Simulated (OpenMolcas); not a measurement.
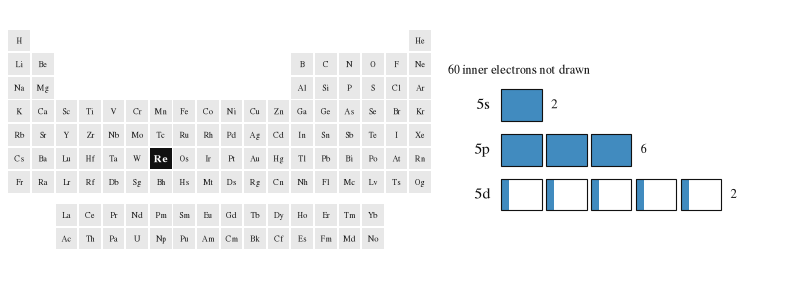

*Left, the place of rhenium in the periodic table; right, the outer shells of the leading configuration of the lowest level: a box for each of the 2l + 1 orbitals, shaded by the share of the shell that is filled, with the electron count at the right.*

**Re⁵⁺ complex: multiconfigurational calculation**

- system: Re⁵⁺ with 6 ligands (F; octahedron, 1.89 Å), neutralised by 6 outer point charges of +0.17 e, whose field is part of the energies.
- method: state-averaged CASSCF, active space 2 electrons in the shell 5d, basis ANO-RCC-VTZP on the metal and ANO-RCC-VDZP on the ligands, DKH2 scalar Hamiltonian, spin-orbit coupling by RASSI with atomic mean-field integrals (OpenMolcas)

## Input file
```
&GATEWAY
Coord
7

Re 0.0 0.0 0.0
F 1.890000 0.000000 0.000000
F 0.000000 1.890000 0.000000
F -1.890000 0.000000 0.000000
F 0.000000 -1.890000 0.000000
F 0.000000 0.000000 1.890000
F 0.000000 0.000000 -1.890000
Basis=Re.ANO-RCC-VTZP,F.ANO-RCC-VDZP
Group=XYZ
NoMove
AngMom=0.0 0.0 0.0
AMFI
RICD
XField
3 Angstrom 0
4.490000 0.000000 0.000000 0.166667
0.000000 4.490000 0.000000 0.166667
0.000000 0.000000 4.490000 0.166667
&SEWARD
&RASSCF
FileOrb=start.orb
Symmetry=1
Spin=3
nActEl=2 0 0
Inactive=30 34
Ras2=5 0
CIRoot=10 10 1
SDav=10
CIMx=300
Iter=150 100
PrWF=0.3
OrbListing=Nothing
MaxOrb=0
LevShft=1.0
>>> COPY $Project.JobIph JOB001
&RASSCF
FileOrb=start.orb
Symmetry=1
Spin=1
nActEl=2 0 0
Inactive=30 34
Ras2=5 0
CIRoot=15 15 1
SDav=15
CIMx=300
Iter=150 100
PrWF=0.3
OrbListing=Nothing
MaxOrb=0
LevShft=1.0
>>> COPY $Project.JobIph JOB002
&RASSI
NrOfJobIphs=2 10 15
1 2 3 4 5 6 7 8 9 10
1 2 3 4 5 6 7 8 9 10 11 12 13 14 15
IphNames
JOB001
JOB002
EJob
SpinOrbit
DIPRint=1.0
SOCoupling=1000.0
Subsets=2
Property=9
'ANGMOM' 1 'ANGMOM' 2 'ANGMOM' 3 'MLTPL  1' 1 'MLTPL  1' 2 'MLTPL  1' 3
'AMFI' 1 'AMFI' 2 'AMFI' 3
SOProperty=3
'ANGMOM' 1 'ANGMOM' 2 'ANGMOM' 3
```

The file start.orb holds starting orbitals from an earlier step. A driver script formed the levels outside the program, from RASSI's spin-orbit matrix and the active-space energies, averaged over the components of each term or state.

Launched with:
```bash
OMP_NUM_THREADS=1 MOLCAS_MEM=2457 MOLCAS_PROJECT=a pymolcas a.inp > a.log  # once for each step of the input, in one work folder
```

## The program's output (extracts)
```
--- SEWARD ---
Basis set label: RE.ANO-RCC...8S7P5D3F2G1H.

      Electronic valence basis set:
      ------------------
      Associated Effective Charge  75.000000 au
      Associated Actual Charge     75.000000 au
      Nuclear Model: Point charge

      Shell  nPrim  nBasis  Cartesian Spherical Contaminant
         s      24       8        X
         p      21       7        X
         d      15       5                 X
         f      11       3                 X
         g       4       2                 X
         h       2       1                 X
                  Relativistic Douglas-Kroll-Hess integrals:
                    - DKH order of Hamiltonian: 2
                    - DKH order of Properties : 0
                  Atomic mean-field integrals
--- RASSCF ---
Wave function specifications:
      -----------------------------

      Number of closed shell electrons         128
      Number of electrons in active shells       2
      Max number of holes in RAS1 space          0
      Max nr of electrons in RAS3 space          0
      Number of inactive orbitals               64
      Number of active orbitals                  5
      Number of secondary orbitals             119
      Spin quantum number                      1.0
      State symmetry                             1
Orbital specifications:
      -----------------------

      Symmetry species                           1   2
                                                ag  au
      Frozen orbitals                            0   0
      Inactive orbitals                         30  34
      Active orbitals                            5   0
      RAS1 orbitals                              0   0
      RAS2 orbitals                              5   0
      RAS3 orbitals                              0   0
      Secondary orbitals                        58  61
      Deleted orbitals                           0   0
      Number of basis functions                 93  95
      Number of CSFs                            10
      Number of root(s) required                10
      Iter CI   SX   CI       RASSCF       Energy    max ROT     max BLB   max BLB  Level Ln srch  Step   QN
          iter iter root      energy       change     param      element    value   shift minimum  type update
 Nr of preliminary CI iterations:   1
      Total energies have been shifted. Add               -17000.00 au
        1   1   14    0  -272.55122643    0.00E+00   1.15E-01*  30  33 1  3.92E-01*  1.06   0.00    SX    NO
        2   1   15    0  -273.81110346   -1.26E+00*  1.13E-01*  30  33 1  2.76E-01*  0.72   0.00    SX    NO
        3   1   15    0  -274.13838049   -3.27E-01* -5.07E-02   30  33 1  1.18E-01*  0.65   0.00    SX    NO
        4   1   15    0  -274.19597517   -5.76E-02*  1.72E-02   13  38 2 -5.34E-02*  0.70   0.00    SX    NO
        5   1   14    0  -274.20821518   -1.22E-02*  1.85E-02   13  38 2  3.90E-02*  0.69   1.20    QN   YES
        6   1   13    0  -274.21334709   -5.13E-03*  4.24E-03   18  60 1  4.12E-03*  0.70   1.06    QN   YES
        7   1   11    0  -274.21358015   -2.33E-04*  2.55E-03   30  33 1 -2.11E-03*  0.70   1.61    LS   YES
        8   1   12    0  -274.21361939   -3.92E-05* -1.04E-03   30  33 1 -1.89E-03*  0.70   1.02    QN   YES
        9   1   10    0  -274.21364628   -2.69E-05* -5.77E-04   30  33 1 -1.18E-03*  0.70   1.56    LS   YES
       10   1   11    0  -274.21365023   -3.96E-06* -4.59E-04   30  33 1 -7.86E-04*  0.70   1.00    QN   YES
       11   1   10    0  -274.21365555   -5.32E-06* -2.79E-04   19  31 1 -2.83E-04*  0.70   1.61    LS   YES
       12   1   10    0  -274.21365645   -8.92E-07*  1.94E-04    9  68 2  2.95E-04*  0.70   1.00    QN   YES
       13   1    9    0  -274.21365718   -7.29E-07*  7.93E-05   27  42 2 -7.81E-05   0.70   1.25    QN   YES
       14   1    8    0  -274.21365728   -1.06E-07*  3.36E-05   30  33 1 -2.63E-05   0.70   1.26    QN   YES
       15   1    7    0  -274.21365729   -1.28E-08*  9.32E-06   18  68 1  1.33E-05   0.70   1.25    QN   YES
       16   1    6    0  -274.21365730   -1.60E-09   2.41E-06   18  60 1  6.60E-06   0.70   1.32    QN   YES
      Convergence after 16 iterations
       17   1    6    0  -274.21365730   -2.33E-10   2.41E-06   18  60 1  2.57E-06   0.70   1.32    QN   YES
      Natural orbitals and occupation numbers for root  1
      sym 1:   0.000000   0.993574   0.006426   0.993574   0.006426
      Natural orbitals and occupation numbers for root  2
      sym 1:   0.993582   0.993582   0.000000   0.006418   0.006418
      Natural orbitals and occupation numbers for root  3
      sym 1:   0.006423   0.006423   0.993577   0.993577   0.000000
::    RASSCF root number  1 Total energy: -17274.37020946
::    RASSCF root number  2 Total energy: -17274.37020946
::    RASSCF root number  3 Total energy: -17274.37020946
::    RASSCF root number  4 Total energy: -17274.19027144
::    RASSCF root number  5 Total energy: -17274.19027144
::    RASSCF root number  6 Total energy: -17274.19027144
::    RASSCF root number  7 Total energy: -17274.15008987
::    RASSCF root number  8 Total energy: -17274.15008987
::    RASSCF root number  9 Total energy: -17274.15008987
::    RASSCF root number 10 Total energy: -17274.00486066
--- RASSCF ---
Wave function specifications:
      -----------------------------

      Number of closed shell electrons         128
      Number of electrons in active shells       2
      Max number of holes in RAS1 space          0
      Max nr of electrons in RAS3 space          0
      Number of inactive orbitals               64
      Number of active orbitals                  5
      Number of secondary orbitals             119
      Spin quantum number                      0.0
      State symmetry                             1
Orbital specifications:
      -----------------------

      Symmetry species                           1   2
                                                ag  au
      Frozen orbitals                            0   0
      Inactive orbitals                         30  34
      Active orbitals                            5   0
      RAS1 orbitals                              0   0
      RAS2 orbitals                              5   0
      RAS3 orbitals                              0   0
      Secondary orbitals                        58  61
      Deleted orbitals                           0   0
      Number of basis functions                 93  95
      Number of CSFs                            15
      Number of root(s) required                15
      Iter CI   SX   CI       RASSCF       Energy    max ROT     max BLB   max BLB  Level Ln srch  Step   QN
          iter iter root      energy       change     param      element    value   shift minimum  type update
 Nr of preliminary CI iterations:   1
      Total energies have been shifted. Add               -17000.00 au
        1   1   11    0  -274.16674662    0.00E+00  -6.95E-03   25  32 1 -5.02E-03*  0.70   0.00    SX    NO
        2   1   11    0  -274.16708016   -3.34E-04*  3.08E-03   25  32 1 -2.96E-03*  0.70   0.00    SX    NO
        3   1   10    0  -274.16715856   -7.84E-05*  1.42E-03   25  32 1 -1.81E-03*  0.70   0.00    SX    NO
        4   1   10    0  -274.16718113   -2.26E-05*  8.31E-04   25  32 1 -1.13E-03*  0.70   0.00    SX    NO
        5   1   10    0  -274.16718833   -7.21E-06*  1.08E-03   25  32 1 -6.86E-04*  0.70   2.31    LS   YES
        6   1    9    0  -274.16719174   -3.40E-06* -1.74E-04   13  38 2 -5.89E-04*  0.70   1.01    QN   YES
        7   1    9    0  -274.16719205   -3.12E-07* -1.12E-04   13  38 2  4.52E-04*  0.70   0.71    QN   YES
        8   1    7    0  -274.16719225   -2.05E-07* -8.10E-05   23  35 1  9.48E-05   0.70   1.42    QN   YES
        9   1    7    0  -274.16719230   -4.91E-08* -3.24E-05   23  35 1  3.90E-05   0.70   1.25    QN   YES
       10   1    6    0  -274.16719231   -6.93E-09   1.17E-05   13  38 2 -1.56E-05   0.70   1.36    QN   YES
      Convergence after 10 iterations
       11   1    6    0  -274.16719231   -1.40E-09   1.17E-05   27  43 2  3.29E-06   0.70   1.36    QN   YES
      Natural orbitals and occupation numbers for root  1
      sym 1:   0.002661   1.002624   0.003272   0.991443   0.000000
      Natural orbitals and occupation numbers for root  2
      sym 1:   0.002975   0.997218   0.996853   0.002955   0.000000
      Natural orbitals and occupation numbers for root  3
      sym 1:   0.000000   0.002952   0.996965   0.997124   0.002960
::    RASSCF root number  1 Total energy: -17274.32579407
::    RASSCF root number  2 Total energy: -17274.32579407
::    RASSCF root number  3 Total energy: -17274.32579407
::    RASSCF root number  4 Total energy: -17274.32383557
::    RASSCF root number  5 Total energy: -17274.32383557
::    RASSCF root number  6 Total energy: -17274.26433303
::    RASSCF root number  7 Total energy: -17274.14319266
::    RASSCF root number  8 Total energy: -17274.14319266
::    RASSCF root number  9 Total energy: -17274.14319266
::    RASSCF root number 10 Total energy: -17274.12867590
::    RASSCF root number 11 Total energy: -17274.12867590
::    RASSCF root number 12 Total energy: -17274.12867590
::    RASSCF root number 13 Total energy: -17273.95301112
::    RASSCF root number 14 Total energy: -17273.95301112
::    RASSCF root number 15 Total energy: -17273.89687034
--- RASSI ---
SPIN-FREE ENERGIES:
  (Shifted by EMIN (a.u.) =     -17274.3702094592)

 SF State       Relative EMIN(au)   Rel lowest level(eV)    D:o, cm**(-1)

     1             0.0000000000        0.0000000000              0.0000
     2             0.0000000000        0.0000000000              0.0000
     3             0.0000000000        0.0000000000              0.0000
    11             0.0444153880        1.2086042790           9748.0509
    12             0.0444153880        1.2086042790           9748.0509
    13             0.0444153880        1.2086042790           9748.0509
    14             0.0463738886        1.2618977948          10177.8921
    15             0.0463738886        1.2618977948          10177.8921
    16             0.1058764323        2.8810444927          23237.1909
     4             0.1799380218        4.8963630116          39491.8310
     5             0.1799380218        4.8963630116          39491.8310
     6             0.1799380218        4.8963630116          39491.8310
     7             0.2201195890        5.9897591579          48310.6657
     8             0.2201195890        5.9897591579          48310.6657
     9             0.2201195895        5.9897591713          48310.6658
    17             0.2270167971        6.1774417494          49824.4279
    18             0.2270167975        6.1774417621          49824.4280
    19             0.2270167975        6.1774417621          49824.4280
    20             0.2415335556        6.5724628724          53010.4881
    21             0.2415335556        6.5724628724          53010.4881
    22             0.2415335561        6.5724628855          53010.4882
    10             0.3653487968        9.9416472245          80184.7925
    23             0.4171983382       11.3525451211          91564.4515
    24             0.4171983382       11.3525451211          91564.4515
    25             0.4733391157       12.8802135037         103885.9279
     Dipole printing threshold changed to   1.00000000E+00
Eigenvalues of complex Hamiltonian:
   -----------------------------------
  (Shifted by EMIN (a.u.) =     -17274.3702094592)

 SO State       Relative EMIN(au)   Rel lowest level(eV)    D:o, cm**(-1)

     1            -0.0146767824        0.0000000000              0.0000
     2            -0.0146767823        0.0000000009              0.0000
     3            -0.0135936377        0.0294738682            237.7228
     4            -0.0135936376        0.0294738693            237.7228
     5            -0.0135936377        0.0294738688            237.7228
     6             0.0068750345        0.5864548121           4730.0771
     7             0.0068750345        0.5864548120           4730.0771
     8             0.0068750345        0.5864548121           4730.0771
     9             0.0117200743        0.7182950634           5793.4404
    10             0.0435810115        1.5852753302          12786.1078
    11             0.0435810115        1.5852753299          12786.1078
    12             0.0435810115        1.5852753296          12786.1078
    13             0.0467520838        1.6715646046          13482.0778
    14             0.0467520838        1.6715646043          13482.0778
    15             0.1071114007        3.3140252904          26729.4166
    16             0.1724816853        5.0928413519          41076.5357
    17             0.1761798572        5.1934737363          41888.1906
    18             0.1761798572        5.1934737376          41888.1906
    19             0.1761798572        5.1934737357          41888.1906
    20             0.1823285820        5.3607890612          43237.6797
    21             0.1823285820        5.3607890633          43237.6797
    22             0.1823285820        5.3607890618          43237.6797
    23             0.1829124140        5.3766759400          43365.8160
    24             0.1829124140        5.3766759411          43365.8160
    25             0.2114277596        6.1526180231          49624.2110
    26             0.2151239669        6.2531969463          50435.4347
    27             0.2151239670        6.2531969515          50435.4348
    28             0.2151239670        6.2531969516          50435.4348
    29             0.2160230305        6.2776617142          50632.7564
    30             0.2160230306        6.2776617183          50632.7564
    31             0.2160230307        6.2776617204          50632.7564
    32             0.2283621624        6.6134265989          53340.8828
    33             0.2283621627        6.6134266078          53340.8829
    34             0.2377806911        6.8697178204          55408.0109
    35             0.2377806911        6.8697178219          55408.0109
    36             0.2377806913        6.8697178270          55408.0110
    37             0.2447199197        7.0585438508          56930.9956
    38             0.2447199197        7.0585438497          56930.9956
    39             0.2447199201        7.0585438622          56930.9957
    40             0.3694113039       10.4515692670          84297.5911
    41             0.3694113039       10.4515692678          84297.5911
Weights of the five most important spin-orbit-free states for each spin-orbit state.

 SO State  Total energy (au)           Spin-free states, spin, and weights
 -------------------------------------------------------------------------------------------------------
    1        -0.014677       2 1.0  0.5070    3 1.0  0.4269   14 0.0  0.0443    5 1.0  0.0093    1 1.0  0.0036
    2        -0.014677       1 1.0  0.6213    3 1.0  0.1981    2 1.0  0.1180   15 0.0  0.0443    4 1.0  0.0075
    3        -0.013594       3 1.0  0.4467    2 1.0  0.3979    1 1.0  0.0993   11 0.0  0.0355   12 0.0  0.0050
    4        -0.013594       3 1.0  0.4258    1 1.0  0.3751    2 1.0  0.1431   12 0.0  0.0311   11 0.0  0.0060
    5        -0.013594       1 1.0  0.4695    2 1.0  0.4030    3 1.0  0.0715   13 0.0  0.0361   12 0.0  0.0054
    6         0.006875       3 1.0  0.4909    2 1.0  0.2876    1 1.0  0.2131    6 1.0  0.0028    4 1.0  0.0022
    7         0.006875       3 1.0  0.4919    1 1.0  0.2911    2 1.0  0.2086    6 1.0  0.0028    5 1.0  0.0022
    8         0.006875       2 1.0  0.4953    1 1.0  0.4874    3 1.0  0.0088    5 1.0  0.0028    4 1.0  0.0028
    9         0.011720       2 1.0  0.3150    3 1.0  0.3150    1 1.0  0.3150   16 0.0  0.0472    8 1.0  0.0026
   10         0.043581      13 0.0  0.8966   11 0.0  0.0397    2 1.0  0.0225    1 1.0  0.0221    4 1.0  0.0066
   11         0.043581      12 0.0  0.6256   11 0.0  0.3013    3 1.0  0.0225    1 1.0  0.0163   13 0.0  0.0098
   12         0.043581      11 0.0  0.5957   12 0.0  0.3107   13 0.0  0.0303    3 1.0  0.0221    2 1.0  0.0163
```

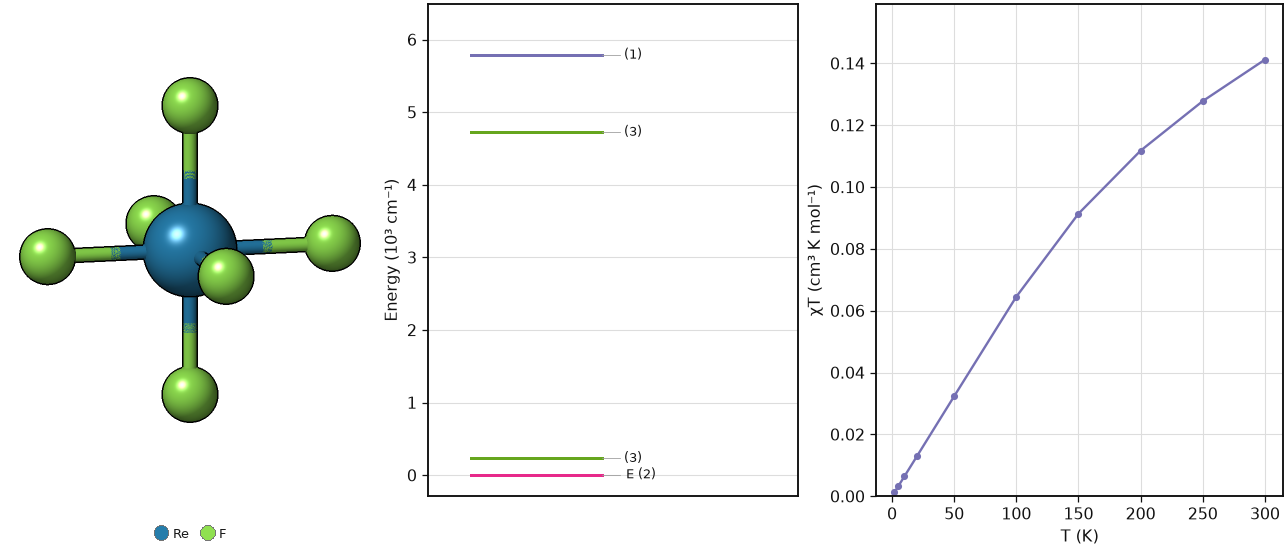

*Re⁵⁺ (5d²) with 6 ligands, F⁻, at 1.89 Å (arrangement: octahedron, Oh), neutralised by outer point charges of +0.17 e, and its levels and susceptibility. Labels give the representation in O, Td, D4 or D3 as the site allows (double group for half-integer spin) where it could be assigned and, in brackets, the degeneracy; spin-free states, where drawn, share the zero of the spin-orbit levels. Powder susceptibility by Van Vleck's formula.*

The ground level is E, doubly degenerate, 95 % from states of spin multiplicity 3. Its principal g values are all close to zero. The next level lies at 238 cm⁻¹. χT is close to 0 cm³ K mol⁻¹ at 2 K and 0.141 at 300 K, an effective moment of 1.06 μB. The active orbitals hold 71 to 86 % metal character (Löwdin), and the Mulliken charge of the metal is +2.50.

## Results in brief

- outcome: converged
- energy of the lowest spin-free term: −17274.37021 hartree
- energy of the lowest spin-orbit level: −17274.38489 hartree
- largest spread among components of a term: 0.0 cm⁻¹
- hardware: 1 thread of AMD EPYC (Zen 3), 64 GiB of memory available, shared host
- wall time: 58 s
- peak memory: 0.65 GiB

## Remarks

Without dynamic correlation the splittings between terms come out too large, often by 20 to 50 %. Caveats: covalent bonds, ligand orbitals missing from the active space; distances are set from ionic radii, not optimised.
